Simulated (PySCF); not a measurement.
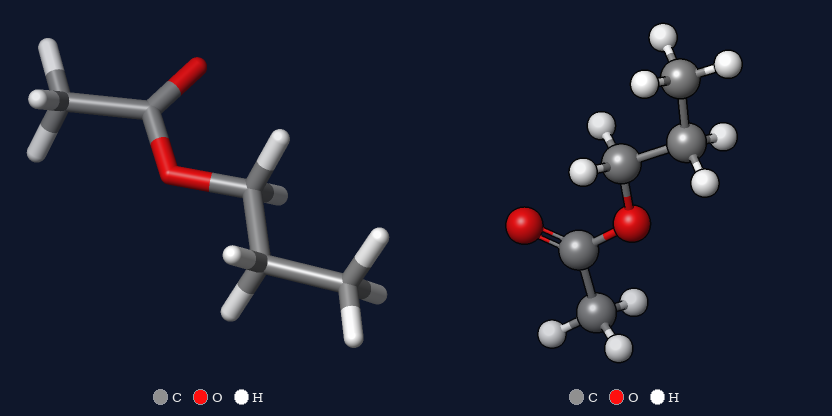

Both panels show the same species.

The computed structure is the end point of a PBE0-D3(BJ)/def2-SVP optimisation. No frequency run is at hand to confirm it as a minimum.

Question: Which formula does it have?

Answer: C₅H₁₀O₂, 17 atoms: 5 carbon, 10 hydrogen and 2 oxygen.

Question: Write the SMILES.

Answer: CCCOC(C)=O

Question: How many bonds of each kind are drawn?

Answer: 10 C–H, 3 C–C, 3 C–O.

The parts below concern this one geometry. Atoms keep their numbers from picture to picture.

Shape

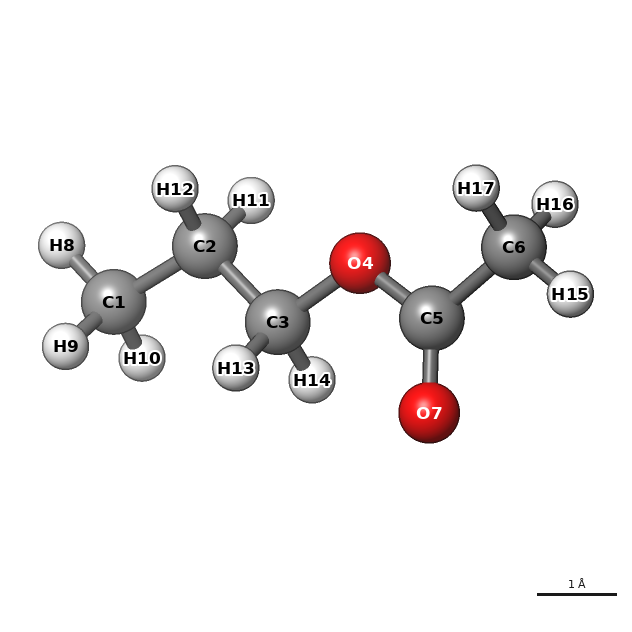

No frequency run is at hand to confirm it as a minimum.

Give these bond angles: C1–C2–C3, C1–C2–H11, C1–C2–H12, C2–C1–H9, C2–C3–H14, C3–C2–H11, C3–C2–H12, O4–C3–H13, O4–C3–H14, O4–C5–C6, O4–C5–O7, C5–C6–H15.

```json
{"angle": "C1–C2–C3", "degrees": "112.3"}
{"angle": "C1–C2–H11", "degrees": "110.4"}
{"angle": "C1–C2–H12", "degrees": "110.4"}
{"angle": "C2–C1–H9", "degrees": "111.5"}
{"angle": "C2–C3–H14", "degrees": "111.7"}
{"angle": "C3–C2–H11", "degrees": "108.7"}
{"angle": "C3–C2–H12", "degrees": "108.6"}
{"angle": "O4–C3–H13", "degrees": "109.3"}
{"angle": "O4–C3–H14", "degrees": "109.3"}
{"angle": "O4–C5–C6", "degrees": "111.1"}
{"angle": "O4–C5–O7", "degrees": "123.2"}
{"angle": "C5–C6–H15", "degrees": "109.6"}
```

NMR shielding

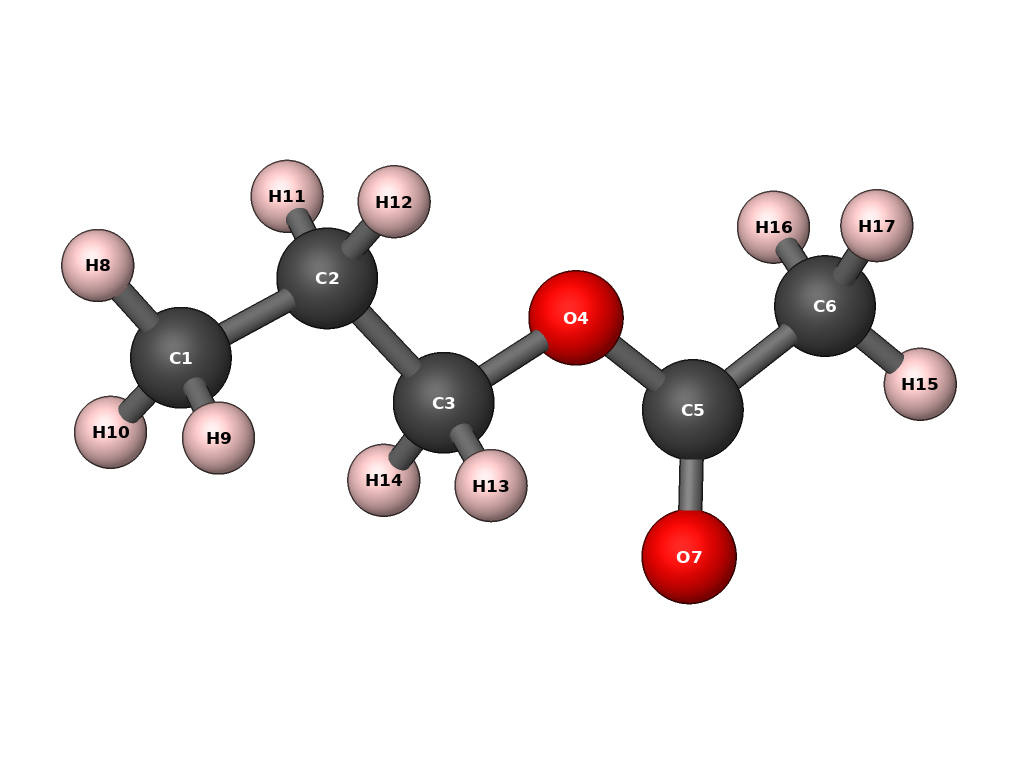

No frequency run is at hand to confirm it as a minimum. Method: GIAO PBE0/pcSseg-1 NMR shielding, non-relativistic, gas phase (PySCF 2.14.0). Principal shieldings σ11 ≤ σ22 ≤ σ33, span Ω = σ33 − σ11, skew κ = 3(σiso − σ22)/Ω.

Question: Which C atom has the most anisotropic shielding?

Answer: C5, with a span of 163 ppm.

Give the shielding tensors of the C atoms.

```tsv
atom	σ11	σ22	σ33	σiso	Ω	κ
C1	166.2	167.4	186.6	173.4	20.4	0.89
C2	147.2	163.0	170.0	160.0	22.8	−0.38
C3	93.8	102.2	154.1	116.7	60.3	0.72
C5	−90.1	49.6	72.8	10.7	162.9	−0.72
C6	140.4	154.7	192.7	162.6	52.3	0.45
```

Shieldings and span in ppm.

Electronic properties

No frequency run is at hand to confirm it as a minimum. Level of theory: B3LYP/pcJ-1, gas phase (PySCF 2.14.0).

Computed properties:

- dipole moment: 2.09 D
- HOMO energy (Kohn–Sham orbital): −7.61 eV
- LUMO energy (Kohn–Sham orbital): 0.18 eV
- HOMO–LUMO gap: 7.78 eV

Charges

The questions are on ESP-fitted charges. No frequency run is at hand to confirm it as a minimum. Level of theory: PBE0/pcSseg-1, gas phase (PySCF 2.14.0).

List the ESP-fitted charges.

```tsv
atom	value (e)
C1	−0.45
C2	0.09
C3	0.31
O4	−0.58
C5	0.97
C6	−0.72
O7	−0.61
H8	0.13
H9	0.11
H10	0.11
H11	0.02
H12	0.02
H13	0.01
H14	0.01
H15	0.19
H16	0.20
H17	0.20
```
